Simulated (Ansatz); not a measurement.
```yaml
atoms:
  - { symbol: Al, position_ang: [0.0129, 0.1688, 0.2162] }
  - { symbol: C, position_ang: [0.0117, 0.1520, 2.1889] }
  - { symbol: H, position_ang: [-0.9522, -0.1860, 2.6223] }
  - { symbol: H, position_ang: [0.8298, -0.4596, 2.6215] }
  - { symbol: H, position_ang: [0.1752, 1.1895, 2.5626] }
  - { symbol: H, position_ang: [1.4020, 0.0983, -0.5932] }
  - { symbol: H, position_ang: [-1.3595, 0.3407, -0.6053] }
  - { symbol: H, position_ang: [-0.3189, -2.5113, 0.7695] }
  - { symbol: H, position_ang: [-0.2293, -1.9361, 1.2032] }
```

Not at a stationary point (largest force 1.9 eV/Å).

Method: RKS PBE/cc-pVDZ in Ansatz.

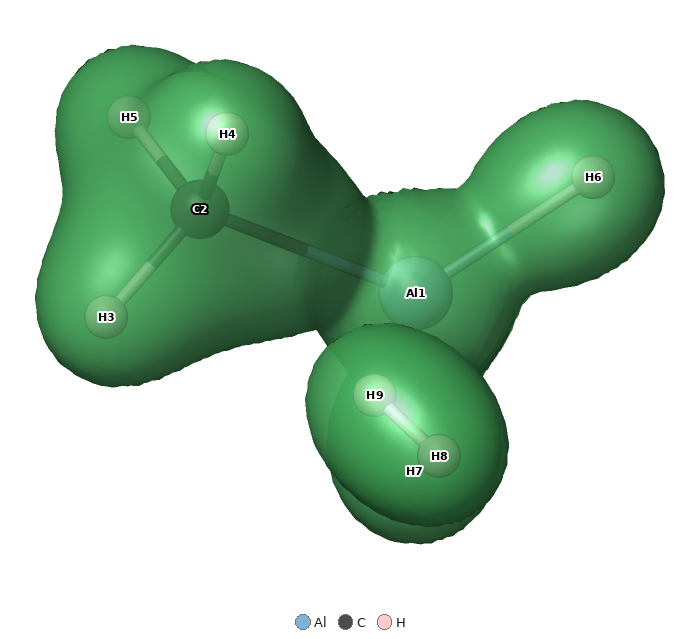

CH$_{5}$Al···H$_{2}$. Isosurface of the total electron density at 0.3 e/Å³ (green), seen at an oblique angle.

> What does this surface tell about the bonding?

At this value the surface falls into two separate pieces. It bridges the sampled C–Al (1.97 Å), H–H (0.73 Å) and C–H (1.11 Å) contacts, where the density stays above the isovalue. It is pinched off along the sampled Al···H (2.34 Å) contacts. On the grid the lowest density along these lines, outside the cores, is 0.11 e/Å³ (Al···H, 2.34 Å), 0.56 e/Å³ (C–Al, 1.97 Å), 1.8 e/Å³ (H–H, 0.73 Å) and 1.7 e/Å³ (C–H, 1.11 Å).
